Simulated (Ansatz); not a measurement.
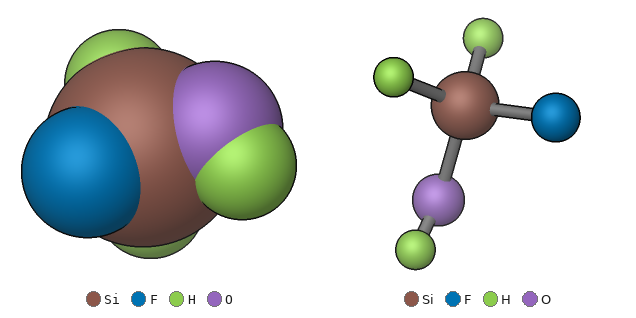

The same structure drawn twice, from different directions.

**Give the formula.**

FH3OSi, 6 atoms: 1 fluorine, 3 hydrogen, 1 oxygen and 1 silicon.

**How many sets of symmetry-equivalent atoms are there?**

6: 1 Si, 1 F, 1 H, 1 H, 1 O, 1 H.

**Which point group does it belong to?**

C1.

**Count the bonded pairs by element.**

2 Si–H, 1 F–Si, 1 O–Si, 1 O–H. Sticks follow a distance rule.

The parts below concern this one geometry. Atoms keep their numbers from picture to picture. Computed geometry: PBE0-D4/def2-TZVP optimisation.

### Shape

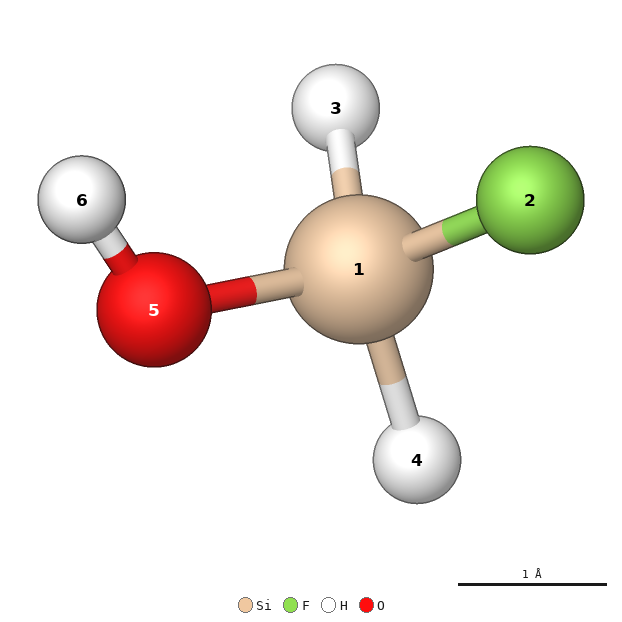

The atoms are numbered.

**What is the geometry at Si1?**

Si1 has 4 neighbours (F2 at 1.60, H3 at 1.48, H4 at 1.47, O5 at 1.63 Å); the arrangement is tetrahedral.

**What is the geometry at O5?**

O5 has 2 neighbours (Si1 at 1.63, H6 at 0.96 Å); the arrangement is bent.

### Vibrations

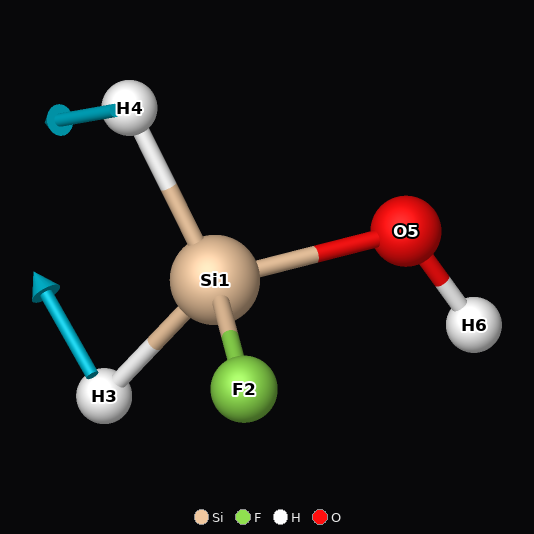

The arrows show one normal mode. Harmonic vibrations computed with RKS PBE0-D4/def2-TZVP (Ansatz 0.2.0) at a stationary point of the same level.

**What kind of motion is it?**

Mostly H–Si–H bending.

**Estimate its harmonic wavenumber.**

968 cm⁻¹; it is mode 8 of 12 counted from the lowest.

### Charges

The questions are on Mulliken charges. Method: RKS PBE0-D4/def2-TZVP (Ansatz 0.2.0).

Give the Mulliken charges atom by atom.

| atom | value (e) |
| --- | --- |
| Si1 | 0.59 |
| F2 | −0.31 |
| H3 | −0.06 |
| H4 | −0.04 |
| O5 | −0.51 |
| H6 | 0.33 |

### Dipole moment

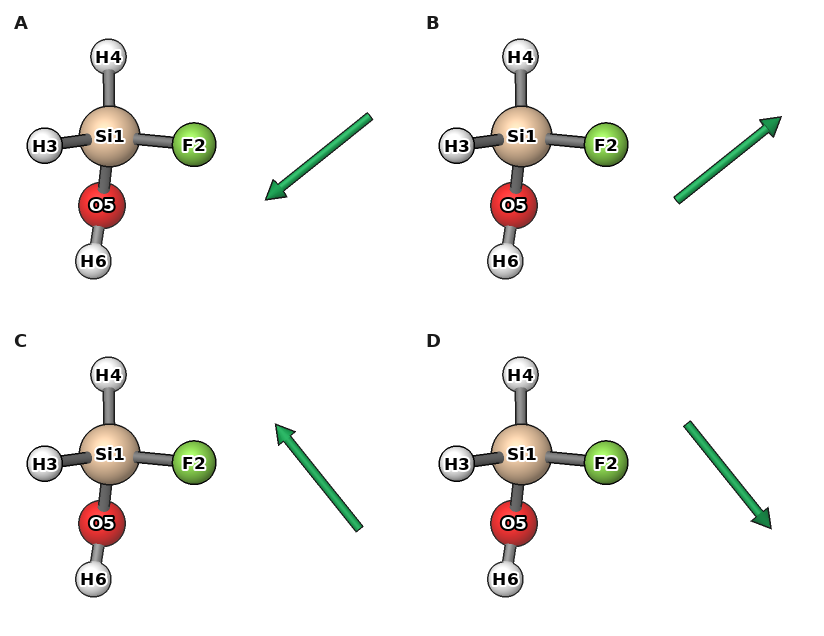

The same molecule four times, each with an arrow. Properties computed with RKS PBE0-D4/def2-TZVP (Ansatz 0.2.0).

**Which arrow points along the dipole moment, from the negative to the positive end?**

A. The dipole moment is 1.63 D; it points from the side of F2, H4 to the side of H6 (the outermost atoms at the two ends).

Mulliken values depend strongly on the basis set and can even reverse the polarity of a bond.
